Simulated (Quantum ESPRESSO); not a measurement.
## Collinear magnetic orders of NbCrP with Quantum ESPRESSO

Does NbCrP prefer parallel or opposed moments?

Method: LDA; plane waves with GBRV 1.5 LDA potentials, no spin-orbit coupling, in Quantum ESPRESSO 7.5.

### 1. The structure

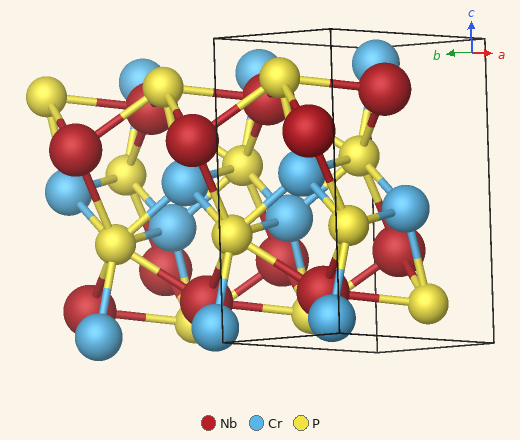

The starting structure, seen from a free direction (niobium red, chromium blue, phosphorus yellow). 1×3×1 cells are drawn.

The cell comes from Materials Project 2023-11-01, a database of computed structures, and need not be the stable phase.

### 2. Run 1 (ferro ++++)

The signs are those of the starting moments on the seeded atoms, the atoms that are given a moment.

The input, pw.in:

```
&CONTROL
  calculation = 'scf'
  prefix = 'pwscf'
  outdir = './tmp'
  pseudo_dir = './pseudo'
  disk_io = 'nowf'
/
&SYSTEM
  ibrav = 0
  celldm(1) = 8
  nat = 12
  ntyp = 3
  ecutwfc = 40
  ecutrho = 280
  nbnd = 86
  occupations = 'smearing'
  smearing = 'fd'
  degauss = 0.00734986
  nspin = 2
  starting_magnetization(1) = 0
  starting_magnetization(2) = 0.1786
  starting_magnetization(3) = 0
/
&ELECTRONS
  conv_thr = 2.4d-08
  electron_maxstep = 150
  mixing_beta = 0.3
/
ATOMIC_SPECIES
Nb     92.9064 nb_lda_v1.uspp.F.UPF
Cr     51.9961 cr_lda_v1.5.uspp.F.UPF
P      30.9738 p_lda_v1.5.uspp.F.UPF
CELL_PARAMETERS alat
   1.4854321437684    0.0000000000000    0.0000000000000
   0.0000000000000    0.8352783687448    0.0000000000000
   0.0000000000000    0.0000000000000    1.7530437932210
ATOMIC_POSITIONS crystal
Nb      0.5300557600    0.2500000000    0.8267057800
Nb      0.0300557600    0.2500000000    0.6732942200
Nb      0.9699442400    0.7500000000    0.3267057700
Nb      0.4699442400    0.7500000000    0.1732942300
Cr      0.3570215600    0.7500000000    0.5622066200
Cr      0.1429784400    0.2500000000    0.0622066200
Cr      0.8570215600    0.7500000000    0.9377933800
Cr      0.6429784400    0.2500000000    0.4377933800
P       0.2699073200    0.2500000000    0.3705804100
P       0.7699073200    0.2500000000    0.1294195900
P       0.7300926800    0.7500000000    0.6294195900
P       0.2300926800    0.7500000000    0.8705804100
K_POINTS automatic
4 8 4 0 0 0
```

Command:

```
OMP_NUM_THREADS=1 mpirun -n 4 pw.x -nk 4 -in pw.in > pw.out
```

Output:

```text
Program PWSCF v.7.5 starts

     Message from routine setup:
     using ibrav=0 with symmetry is DISCOURAGED, use correct ibrav instead

     K-points division:     npool     =       4
     Subspace diagonalization in iterative solution of the eigenvalue problem:

     G-vector sticks info
     --------------------
     sticks:   dense  smooth     PW     G-vecs:    dense   smooth      PW
     Sum        1769    1013    297                88151    38065    6207

     Using Slab Decomposition

     bravais-lattice index     =            0
     lattice parameter (alat)  =       8.0000  a.u.
     unit-cell volume          =    1113.6450 (a.u.)^3
     number of atoms/cell      =           12
     number of atomic types    =            3
     number of electrons       =       128.00
     number of Kohn-Sham states=           86
     kinetic-energy cutoff     =      40.0000  Ry
     charge density cutoff     =     280.0000  Ry
     scf convergence threshold =      2.4E-08
     mixing beta               =       0.3000
     number of iterations used =            8  plain     mixing
     Exchange-correlation=  SLA  PZ   NOGX NOGC
                           (   1   1   0   0   0   0   0)

     celldm(1)=   8.000000  celldm(2)=   0.000000  celldm(3)=   0.000000
     celldm(4)=   0.000000  celldm(5)=   0.000000  celldm(6)=   0.000000

     crystal axes: (cart. coord. in units of alat)
               a(1) = (   1.485432   0.000000   0.000000 )
               a(2) = (   0.000000   0.835278   0.000000 )
               a(3) = (   0.000000   0.000000   1.753044 )

     reciprocal axes: (cart. coord. in units 2 pi/alat)
               b(1) = (  0.673205  0.000000  0.000000 )
               b(2) = (  0.000000  1.197206  0.000000 )
               b(3) = (  0.000000  0.000000  0.570436 )

     PseudoPot. # 1 for Nb read from file:
     nb_lda_v1.uspp.F.UPF
     Pseudo is Ultrasoft + core correction, Zval = 13.0
     Generated by new atomic code, or converted to UPF format
     Using radial grid of  887 points,  6 beta functions with:
                l(1) =   0
                l(2) =   0
                l(3) =   1
                l(4) =   1
                l(5) =   2
                l(6) =   2
     Q(r) pseudized with  6 coefficients,  rinner =    1.000   1.000   1.000
                                                       1.000   1.000

     PseudoPot. # 2 for Cr read from file:
     cr_lda_v1.5.uspp.F.UPF
     Pseudo is Ultrasoft + core correction, Zval = 14.0
     Generated by new atomic code, or converted to UPF format
     Using radial grid of  857 points,  6 beta functions with:
                l(1) =   0
                l(2) =   0
                l(3) =   1
                l(4) =   1
                l(5) =   2
                l(6) =   2
     Q(r) pseudized with  8 coefficients,  rinner =    0.950   0.950   0.950
                                                       0.950   0.950

     PseudoPot. # 3 for P  read from file:
     p_lda_v1.5.uspp.F.UPF
     Pseudo is Ultrasoft + core correction, Zval =  5.0
     Generated by new atomic code, or converted to UPF format
     Using radial grid of  903 points,  6 beta functions with:
                l(1) =   0
                l(2) =   0
                l(3) =   1
                l(4) =   1
                l(5) =   2
                l(6) =   2
     Q(r) pseudized with  8 coefficients,  rinner =    1.300   1.300   1.300
                                                       1.300   1.300

     atomic species   valence    mass     pseudopotential
     Nb               13.00    92.90640     Nb( 1.00)
     Cr               14.00    51.99610     Cr( 1.00)
     P                 5.00    30.97380     P ( 1.00)

     Starting magnetic structure
     atomic species   magnetization
     Nb              0.000
     Cr              0.179
     P               0.000

      8 Sym. Ops., with inversion, found ( 6 have fractional translation)

   Cartesian axes

     site n.     atom                  positions (alat units)
         1        Nb     tau(   1) = (   0.7873619   0.2088196   1.4492514  )
         2        Nb     tau(   2) = (   0.0446458   0.2088196   1.1803143  )
         3        Nb     tau(   3) = (   1.4407864   0.6264588   0.5727295  )
         4        Nb     tau(   4) = (   0.6980703   0.6264588   0.3037924  )
         5        Cr     tau(   5) = (   0.5303313   0.6264588   0.9855728  )
         6        Cr     tau(   6) = (   0.2123848   0.2088196   0.1090509  )
         7        Cr     tau(   7) = (   1.2730474   0.6264588   1.6439929  )
         8        Cr     tau(   8) = (   0.9551008   0.2088196   0.7674710  )
         9        P      tau(   9) = (   0.4009290   0.2088196   0.6496437  )
        10        P      tau(  10) = (   1.1436451   0.2088196   0.2268782  )
        11        P      tau(  11) = (   1.0845031   0.6264588   1.1034001  )
        12        P      tau(  12) = (   0.3417871   0.6264588   1.5261656  )

     number of k points=    45  Fermi-Dirac smearing, width (Ry)=  0.0073
                       cart. coord. in units 2pi/alat
        k(    1) = (   0.0000000   0.0000000   0.0000000), wk =   0.0078125
        k(    2) = (   0.0000000   0.0000000   0.1426091), wk =   0.0156250
        k(    3) = (   0.0000000   0.0000000  -0.2852182), wk =   0.0078125
        k(    4) = (   0.0000000   0.1496507   0.0000000), wk =   0.0156250
        k(    5) = (   0.0000000   0.1496507   0.1426091), wk =   0.0312500
        [... 40 further k-points ...]

     Dense  grid:    88151 G-vectors     FFT dimensions: (  64,  36,  80)

     Smooth grid:    38065 G-vectors     FFT dimensions: (  48,  30,  60)

     Check: negative core charge=   -0.000004
     Generating pointlists ...
     new r_m :   0.2539 (alat units)  2.0312 (a.u.) for type    1
     new r_m :   0.2274 (alat units)  1.8195 (a.u.) for type    2
     new r_m :   0.2274 (alat units)  1.8195 (a.u.) for type    3

     Initial potential from superposition of free atoms

     starting charge     123.9907, renormalised to     128.0000

     negative rho (up, down):  3.123E-03 2.155E-03
     Starting wfcs are  108 randomized atomic wfcs

     Self-consistent Calculation

     iteration #  1     ecut=    40.00 Ry     beta= 0.30
     Davidson diagonalization with overlap
     ethr =  1.00E-02,  avg # of iterations =  3.2

     negative rho (up, down):  1.354E-03 2.614E-03

     total energy              =   -1234.53456333 Ry
     estimated scf accuracy    <      10.26327249 Ry

     total magnetization       =     6.34 Bohr mag/cell
     absolute magnetization    =     7.06 Bohr mag/cell

     iteration #  2     ecut=    40.00 Ry     beta= 0.30
     Davidson diagonalization with overlap
     ethr =  8.02E-03,  avg # of iterations =  3.2

     negative rho (up, down):  1.972E-03 3.193E-03

     total energy              =   -1234.52566137 Ry
     estimated scf accuracy    <      30.54704683 Ry

     total magnetization       =     1.62 Bohr mag/cell
     absolute magnetization    =     2.09 Bohr mag/cell

     iteration #  3     ecut=    40.00 Ry     beta= 0.30
     Davidson diagonalization with overlap
     ethr =  8.02E-03,  avg # of iterations =  2.1

     negative rho (up, down):  1.001E-03 4.336E-03

     total energy              =   -1237.05617728 Ry
     estimated scf accuracy    <       0.84626811 Ry

     total magnetization       =     6.25 Bohr mag/cell
     absolute magnetization    =     6.83 Bohr mag/cell

     [... further iterations left out ...]

     iteration # 14     ecut=    40.00 Ry     beta= 0.30
     Davidson diagonalization with overlap
     ethr =  2.17E-08,  avg # of iterations =  5.1

     negative rho (up, down):  3.123E-04 4.479E-03

     total energy              =   -1237.26549594 Ry
     estimated scf accuracy    <       0.00000723 Ry

     total magnetization       =     4.49 Bohr mag/cell
     absolute magnetization    =     4.78 Bohr mag/cell

     iteration # 15     ecut=    40.00 Ry     beta= 0.30
     Davidson diagonalization with overlap
     ethr =  5.65E-09,  avg # of iterations =  3.2

     negative rho (up, down):  3.084E-04 4.482E-03

     total energy              =   -1237.26549895 Ry
     estimated scf accuracy    <       0.00000189 Ry

     total magnetization       =     4.47 Bohr mag/cell
     absolute magnetization    =     4.76 Bohr mag/cell

     iteration # 16     ecut=    40.00 Ry     beta= 0.30
     Davidson diagonalization with overlap
     ethr =  1.48E-09,  avg # of iterations =  2.9

     negative rho (up, down):  3.074E-04 4.483E-03

     total energy              =   -1237.26549946 Ry
     estimated scf accuracy    <       0.00000014 Ry

     total magnetization       =     4.48 Bohr mag/cell
     absolute magnetization    =     4.76 Bohr mag/cell

     iteration # 17     ecut=    40.00 Ry     beta= 0.30
     Davidson diagonalization with overlap
     ethr =  1.12E-10,  avg # of iterations =  2.7

     negative rho (up, down):  3.070E-04 4.483E-03

     Magnetic moment per site  (integrated on atomic sphere of radius R)
     atom   1 (R=0.254)  charge= 10.1835  magn= -0.0015
     atom   2 (R=0.254)  charge= 10.1835  magn= -0.0015
     atom   3 (R=0.254)  charge= 10.1835  magn= -0.0015
     atom   4 (R=0.254)  charge= 10.1835  magn= -0.0015
     atom   5 (R=0.227)  charge= 11.9271  magn=  0.9783
     atom   6 (R=0.227)  charge= 11.9271  magn=  0.9783
     atom   7 (R=0.227)  charge= 11.9271  magn=  0.9783
     atom   8 (R=0.227)  charge= 11.9271  magn=  0.9783
     atom   9 (R=0.227)  charge=  2.9254  magn= -0.0015
     atom  10 (R=0.227)  charge=  2.9254  magn= -0.0015
     atom  11 (R=0.227)  charge=  2.9254  magn= -0.0015
     atom  12 (R=0.227)  charge=  2.9254  magn= -0.0015

     End of self-consistent calculation

     [... lines left out ...]
     the Fermi energy is    17.4788 ev

!    total energy              =   -1237.26549949 Ry
     estimated scf accuracy    <          6.7E-09 Ry
     smearing contrib. (-TS)   =      -0.02794866 Ry
     internal energy E=F+TS    =   -1237.23755083 Ry

     The total energy is F=E-TS. E is the sum of the following terms:
     one-electron contribution =    -368.90746113 Ry
     hartree contribution      =     255.32948022 Ry
     xc contribution           =    -186.77968401 Ry
     ewald contribution        =    -936.87988591 Ry

     total magnetization       =     4.48 Bohr mag/cell
     absolute magnetization    =     4.76 Bohr mag/cell

     convergence has been achieved in  17 iterations

=------------------------------------------------------------------------------=
   JOB DONE.
=------------------------------------------------------------------------------=
```

Elapsed: 6.1 min, on 4 MPI ranks of Intel Xeon Platinum 8259CL at 2.50GHz (Skylake/Cascade Lake), shared host; peak memory 1.3 GiB; 25 min of CPU time.

Spin moment in the atom's sphere by atom:

| atom | spin moment in the atom's sphere (μB) |
| --- | --- |
| Nb1 | -0.002 |
| Nb2 | -0.002 |
| Nb3 | -0.002 |
| Nb4 | -0.002 |
| Cr5 | 0.978 |
| Cr6 | 0.978 |
| Cr7 | 0.978 |
| Cr8 | 0.978 |
| P9 | -0.002 |
| P10 | -0.002 |
| P11 | -0.002 |
| P12 | -0.002 |

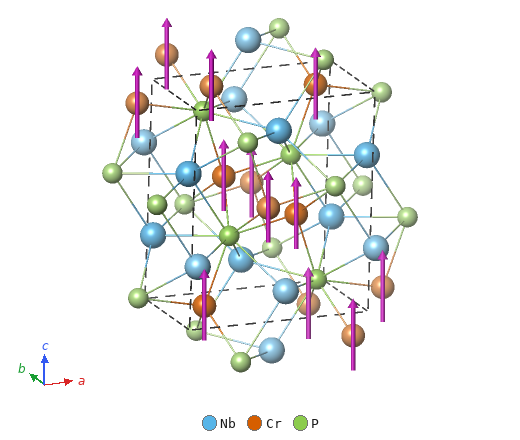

Spin moment in the atom's sphere as arrows, the longest 0.978 μB. Up and down stand for the sign. Arrows give size and sign along the axis of quantisation, drawn up and down the page. Some periodic images of atoms are drawn too.

This step gave:

```
smearing term TS       : 0.3803 eV
magnetization          : 4.475 μB
absolute magnetization : 4.763 μB
final state            : ferromagnetic
```

[end of part 1 of 2]

[Logs and program files are shortened in this print: banners, set-up blocks, solver, clock and traceback lines can be left out without a mark of their own.]

[Logs are printed without paths, hosts, clocks, repeated set-up lines and the standing remarks that a program may print on its own settings, such as how far it seeks lower states.]

[Hosts, paths, dates, database ids (printed as entryN), source tags and the programs' standing remarks are cut or masked in the printed files.]

[Where a cell is said to come from a database of computed structures, the database is the Materials Project.]
